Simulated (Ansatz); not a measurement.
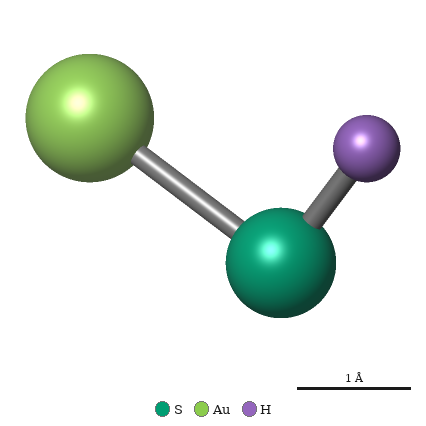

The picture shows a molecular structure as a ball-and-stick model. Every bond is drawn as one stick, whatever its order.

Charge 0, singlet. Computed geometry: PBE0-D4/def2-TZVP optimisation.

**Count the atoms of each element.**

AuHS, 3 atoms: 1 gold, 1 hydrogen and 1 sulfur.

**Count the bonded pairs by element.**

1 Au–S, 1 S–H.

**Write the SMILES.**

[SH][Au]

The parts below concern this one geometry. Atoms keep their numbers from picture to picture.

Shape

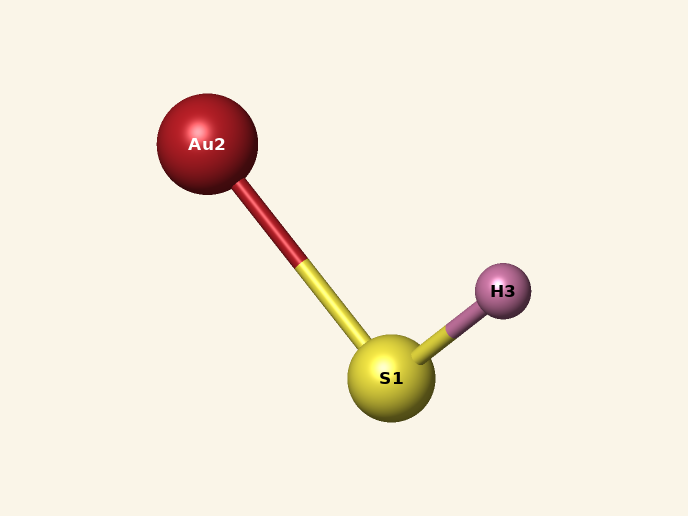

Numbered structure.

Give the bond lengths.

```csv
bond,length (Å)
S1–Au2,2.238
S1–H3,1.346
```

Dipole moment

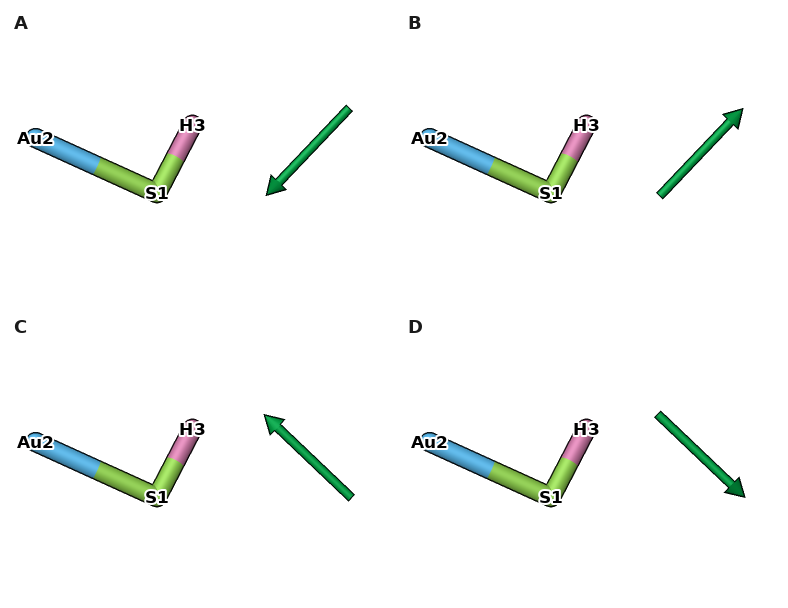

The same molecule four times, each with an arrow. Level of theory: RKS PBE-D4/def2-TZVPP, core potentials on Au (Ansatz 0.2.0).

**Which arrow points along the dipole moment, from the negative to the positive end?**

C. The dipole moment is 1.99 D; it points from the side of S1 to the side of Au2 (the outermost atoms at the two ends).

Vibrations

Harmonic vibrations computed with RKS PBE0-D4/def2-TZVP, core potentials on Au (Ansatz 0.2.0) at a stationary point of the same level.

**How many vibrational modes are there, and where do they lie?**

3 modes: 369, 718, 2687 cm⁻¹.

Levels of theory compared

Program: Ansatz 0.2.0.

Compare vertical IP (eV) at these levels: B2PLYP (frozen core)/def2-TZVPP; B3LYP-D4/def2-TZVPP; CCSD(T)/CBS (from def2-TZVPP and def2-QZVPP); PBE-D4/def2-TZVPP; PBE0-D4/def2-TZVPP; r2SCAN-D4/def2-TZVPP; ωB97M-V/def2-TZVPP; ωB97X-V/def2-TZVPP.

```
                                       level  vertical IP (eV)
             B2PLYP (frozen core)/def2-TZVPP              9.00
                         B3LYP-D4/def2-TZVPP              9.06
CCSD(T)/CBS (from def2-TZVPP and def2-QZVPP)              9.20
                           PBE-D4/def2-TZVPP              9.00
                          PBE0-D4/def2-TZVPP              8.96
                        r2SCAN-D4/def2-TZVPP              8.97
                          ωB97M-V/def2-TZVPP              8.93
                          ωB97X-V/def2-TZVPP              8.91
```
